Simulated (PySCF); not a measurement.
**GeH2Cl (SMILES [Cl][GeH2]) at U-r2SCAN/STO-3G**

What is the vertical ionisation energy of GeH2Cl at U-r2SCAN/STO-3G? 

The calculation is run with PySCF 2.14.0.

7 further runs of the same task are left out: 7 set aside as unsound or not needed.

## Step 1: The structure to begin with

GeH2Cl: 4 atoms, total charge 0, spin state doublet. SMILES: `[Cl][GeH2]`. Geometry: relaxed at PBE0-D4/def2-TZVP.

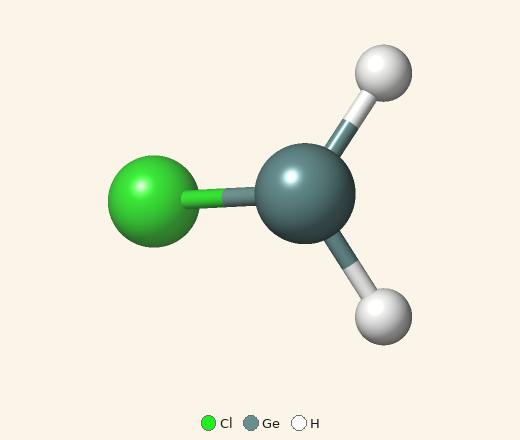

Viewed from a chosen angle; chlorine green, germanium teal, hydrogen white.

## Step 2: The energy at U-r2SCAN/STO-3G

File input.xyz:

```xyz
4

Cl    -1.562900     0.305200     0.993500
Ge     0.106700    -0.451100    -0.141600
H      0.072700     0.259600    -1.514200
H      1.383400    -0.113700     0.662300
```

File calc.py:

```python
from pyscf import gto, dft

system = gto.Mole()
system.atom = 'input.xyz'
system.charge = 0
system.max_memory = 1860
system.basis = 'sto-3g'
system.verbose = 3
system.spin = 1
system.build()

mf = dft.UKS(system)
mf.xc = 'r2scan'
mf.grids.level = 5
mf.conv_tol = 1e-10
mf.kernel()
if not mf.converged:
    mf = mf.newton().run(mf.mo_coeff, mf.mo_occ)

energy = mf.e_tot
print('E(%s) = %.9f' % ('R2SCAN', energy))
```

Command:

```bash
$ OMP_NUM_THREADS=1 python calc.py
```

The program printed:

```text
WARN: HOMO -0.405339567672661 >= LUMO -0.405339567672663

WARN: HOMO 0.0396449118063045 >= LUMO 0.0401403084022531

converged SCF energy = -2509.48795636721  <S^2> = 0.75140486  2S+1 = 2.0014044
E(R2SCAN) = -2509.487956367
```

Wall time 9 s (1 thread of Arm Neoverse V1, shared host); peak memory 0.25 GiB.

## Step 3: The singlet cation at the same level

File input.py:

```python
from pyscf import gto, dft

system = gto.M(
    atom=[
    ('Cl', (-1.562900, 0.305200, 0.993500)),
    ('Ge', (0.106700, -0.451100, -0.141600)),
    ('H', (0.072700, 0.259600, -1.514200)),
    ('H', (1.383400, -0.113700, 0.662300)),
],
    basis='sto-3g',
    charge=1,
    verbose=3,
    max_memory=1860,
)

mf = dft.RKS(system)
mf.xc = 'r2scan'
mf.conv_tol = 1e-10
mf.grids.level = 5
mf.kernel()
if not mf.converged:
    mf = mf.newton().run(mf.mo_coeff, mf.mo_occ)

etot = mf.e_tot
print(f'total energy: {etot:.8f} hartree')
```

Command:

```bash
$ OMP_NUM_THREADS=1 python input.py
```

The program printed:

```text
converged SCF energy = -2509.21556998596
total energy: -2509.21556999 hartree
```

It took 5.1 s on 1 thread of Arm Neoverse V1, shared host; peak memory 0.24 GiB.

## Step 4: Summary of results

At U-r2SCAN/STO-3G:

| quantity | value |
| --- | --- |
| doublet GeH2Cl: total energy | -2509.48796 Eh |
| doublet GeH2Cl: dipole moment | 2.38 D |
| doublet GeH2Cl: HOMO energy (highest over α and β) | -3.40 eV |
| doublet GeH2Cl: LUMO energy (lowest over α and β) | -1.33 eV |
| doublet GeH2Cl: ⟨S²⟩ | 0.751 |
| singlet cation: total energy | -2509.21557 Eh |
| singlet cation: HOMO energy | -12.65 eV |
| singlet cation: LUMO energy | -11.09 eV |
| singlet cation: HOMO–LUMO gap | 1.56 eV |
| vertical ionisation energy (to the singlet cation) | 7.412 eV |

**Reading.** Removing an electron at fixed nuclei costs 7.41 eV (171 kcal/mol). Only the singlet of the ionised species was computed; a triplet could lie lower. In a minimal basis such a difference can be off by several eV, whatever the method. Mulliken charges (singlet cation) run from +0.01 on Cl1 to +0.86 on Ge2.
